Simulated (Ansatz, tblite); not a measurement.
# Si(OH)Cl3 (Cl3HOSi): which spin state is lowest

Aim: set other spin states of Si(OH)Cl3 (Cl3HOSi) against its singlet, on many levels of theory.

Computed with Ansatz 0.2.0, Gaussian basis. Level: as each input shows.

The runs, in order: triplet, at the geometry of the singlet (GFN1-xTB, GFN2-xTB, PBE0-D4/def2-TZVP, PBE-D4/def2-TZVP, r2SCAN-D4/def2-TZVP); the singlet's energies come from earlier runs.

### Step 1. The relaxed structure

The geometry is that of the singlet, from an earlier relaxation (r2SCAN-D4/def2-SVP).

6 atoms, charge 0, spin multiplicity 1.

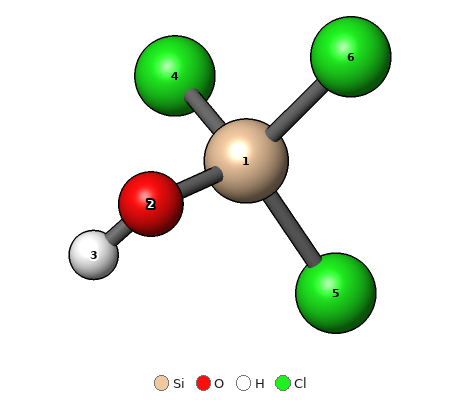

The structure; silicon light orange, oxygen red, hydrogen white, chlorine green; atoms are numbered from 1 in the order of the file.

### Step 2. Triplet at the fixed geometry, GFN1-xTB

Tight binding, by tblite at 300 K electronic temperature and without a spin-polarisation term:

```python
tblite.interface.Calculator('GFN1-xTB', numbers, positions, charge=0, uhf=2).singlepoint()
```

Energy -539.3878 eV; 0.006 s.

### Step 3. Triplet at the fixed geometry, GFN2-xTB

Tight binding, by tblite at 300 K electronic temperature and without a spin-polarisation term:

```python
tblite.interface.Calculator('GFN2-xTB', numbers, positions, charge=0, uhf=2).singlepoint()
```

Energy -540.1067 eV; 0.007 s.

### Step 4. Triplet at the fixed geometry, PBE0-D4/def2-TZVP

in.yaml

```yaml
crystal:
  periodic: [false, false, false]
  atoms:
    - {symbol: Si, position_ang: [-0.064798, -0.117302, -0.275080]}
    - {symbol: O, position_ang: [-0.071152, -0.111621, 1.361319]}
    - {symbol: H, position_ang: [0.347323, 0.632101, 1.813329]}
    - {symbol: Cl, position_ang: [1.846954, -0.114405, -1.014477]}
    - {symbol: Cl, position_ang: [-1.031116, 1.524737, -1.031100]}
    - {symbol: Cl, position_ang: [-1.027221, -1.813510, -0.853991]}
basis:
  gaussian: {orbitals: def2-TZVP}
magnetization: {spin_polarized: true, initial_magnetization: 2}
hamiltonian: {xc: pbe0, dispersion: d4}
scf: {omitted_lower_state_checks: [starts]}
output: {orbitals: {seedname: orbitals}}
```

On the command line:

```bash
ansatz run in.yaml --threads 2 --pin off --events-out ev --progress --plain --max-ram 4352MiB
```

The program printed:

```text
Functional definition: PBE0
  name "PBE0"
  cite "Adamo & Barone, J. Chem. Phys. 110, 6158 (1999) doi:10.1063/1.478522"
  cite "Perdew, Burke & Ernzerhof, Phys. Rev. Lett. 77, 3865 (1996) doi:10.1103/PhysRevLett.77.3865"
  parent pbe
  parameter a = 0.25
  parameter kappa = 0.804
  parameter beta = 0.06672455060314922
  exchange = (1 - a)*pbe_x(kappa = kappa, mu = beta*pi^2/3) + a*exact_x
  correlation = pbe_c(beta = beta)
these checks for a lower state are left out or cut short: starts
1267 factors; their error is unknown
mean field evaluation 1: about -47486.2616 eV, gradient 4.0e1 eV
mean field evaluation 2: about -47452.4158 eV, gradient 9.2e1 eV
mean field evaluation 4: about -47491.7108 eV, gradient 5.4e0 eV
mean field evaluation 8: about -47491.8705 eV, gradient 3.8e-1 eV
mean field evaluation 16: about -47492.0269 eV, gradient 3.3e-2 eV
mean field evaluation 32: about -47492.0273 eV, gradient 7.0e-4 eV
mean field -47492.02726297 eV, -1745.2998106619 hartree, gradient 8.3e-6 eV, S^2 2.007162; 0 other end points of the search recorded, 0 dependent functions left out
reference -47492.02729167 eV, -1745.2998117167 hartree; 38, 36 occupied and 147, 149 virtual orbitals, 1267 factors
Total energy: -47492.23417740 eV, -1745.3074146269 hartree
Checks for a lower state left out: starts
```

Wall time 29 s (2 threads of Arm Neoverse V2, shared host); peak memory 1.1 GiB.

Report: HOMO -2.16 eV, LUMO -7.66 eV (over both spins; with the spin held, an empty level of the minority spin lies below the top filled one); ⟨S²⟩ 2.007 (pure: 2.00).

### Step 5. Triplet at the fixed geometry, PBE-D4/def2-TZVP

start.molden holds the orbitals of an earlier run on this state, given as this run's starting guess.

Edit in.yaml of step 4 so:

```diff
@@ -10,5 +10,5 @@
 basis:
-  gaussian: {orbitals: def2-TZVP}
+  gaussian: {orbitals: def2-TZVP, initial_orbitals: start.molden}
 magnetization: {spin_polarized: true, initial_magnetization: 2}
-hamiltonian: {xc: pbe0, dispersion: d4}
+hamiltonian: {xc: pbe, dispersion: d4}
 scf: {omitted_lower_state_checks: [starts]}
```

Same command.

The program printed:

```text
Functional definition: PBE
  name "PBE"
  cite "Perdew, Burke & Ernzerhof, Phys. Rev. Lett. 77, 3865 (1996) doi:10.1103/PhysRevLett.77.3865"
  parent pbe
  parameter kappa = 0.804
  parameter beta = 0.06672455060314922
  exchange = pbe_x(kappa = kappa, mu = beta*pi^2/3)
  correlation = pbe_c(beta = beta)
these checks for a lower state are left out or cut short: starts
1215 factors; their error is unknown
mean field evaluation 1: about -47488.8289 eV, gradient 1.1e1 eV
mean field evaluation 2: about -47488.9676 eV, gradient 2.9e-1 eV
mean field evaluation 4: about -47488.9833 eV, gradient 7.5e-1 eV
mean field evaluation 8: about -47488.9799 eV, gradient 5.3e-5 eV
mean field evaluation 16: about -47488.9799 eV, gradient 9.3e-5 eV
mean field -47488.97989060 eV, -1745.1878217930 hartree, gradient 1.5e-6 eV, S^2 2.002091; 0 other end points of the search recorded, 0 dependent functions left out
reference -47488.97993079 eV, -1745.1878232698 hartree; 38, 36 occupied and 147, 149 virtual orbitals, 1215 factors
Total energy: -47489.22252459 eV, -1745.1967384274 hartree
Checks for a lower state left out: starts
```

Wall time 11 s (2 threads of Arm Neoverse V2, shared host).

Report: HOMO -1.47 eV, LUMO -8.02 eV (over both spins; with the spin held, an empty level of the minority spin lies below the top filled one); ⟨S²⟩ 2.002 (pure: 2.00).

### Step 6. Triplet at the fixed geometry, r2SCAN-D4/def2-TZVP

Edit in.yaml of step 5 so:

```diff
@@ -12,3 +12,3 @@
 magnetization: {spin_polarized: true, initial_magnetization: 2}
-hamiltonian: {xc: pbe, dispersion: d4}
+hamiltonian: {xc: r2scan, dispersion: d4}
 scf: {omitted_lower_state_checks: [starts]}
```

Same command.

The program printed, shortened:

```text
Functional definition: r2SCAN
  name "r2SCAN"
  cite "Furness, Kaplan, Ning, Perdew & Sun, J. Phys. Chem. Lett. 11, 8208 (2020) doi:10.1021/acs.jpclett.0c02405"
  cite "Furness, Kaplan, Ning, Perdew & Sun, J. Phys. Chem. Lett. 11, 9248 (2020) doi:10.1021/acs.jpclett.0c03077"
  parent r2scan
[...]
1215 factors; their error is unknown
[...]
mean field -47506.01422622 eV, -1745.8138220805 hartree, gradient 2.4e-6 eV, S^2 2.005956; 0 other end points of the search recorded, 0 dependent functions left out
reference -47506.01423747 eV, -1745.8138224941 hartree; 38, 36 occupied and 147, 149 virtual orbitals, 1215 factors
Total energy: -47506.06818991 eV, -1745.8158052098 hartree
Checks for a lower state left out: starts
```

Wall time 37 s (2 threads of Arm Neoverse V2, shared host).

HOMO -1.38 eV, LUMO -8.15 eV (over both spins; with the spin held, an empty level of the minority spin lies below the top filled one); ⟨S²⟩ 2.006 (pure: 2.00).

### Step 7. Triplet less singlet, vertical

The singlet's energies are those of its earlier runs, whose logs aren't repeated here.

```
              level  triplet less singlet, vertical (eV)     time
           GFN1-xTB                               +8.199  0.012 s
           GFN2-xTB                               +7.426  0.012 s
   PBE-D4/def2-TZVP                               +6.582     13 s
r2SCAN-D4/def2-TZVP                               +7.068     43 s
  PBE0-D4/def2-TZVP                               +7.294     35 s
```

Times add the two runs; a level without a time comes out of a correlated run. Tight binding without a spin term can't rank spin states.

### Step 8. Results

| quantity | value |
| --- | --- |
| triplet less singlet, vertical, functionals in def2-TZVP | +6.582 (PBE-D4) to +7.294 eV (PBE0-D4) |

What this shows: All functionals put the triplet above the singlet, over a spread of 0.712 eV. The checks for a lower triplet were left out, so another state of that spin may lie lower. These are electronic energies, without zero-point motion, entropy or surroundings.
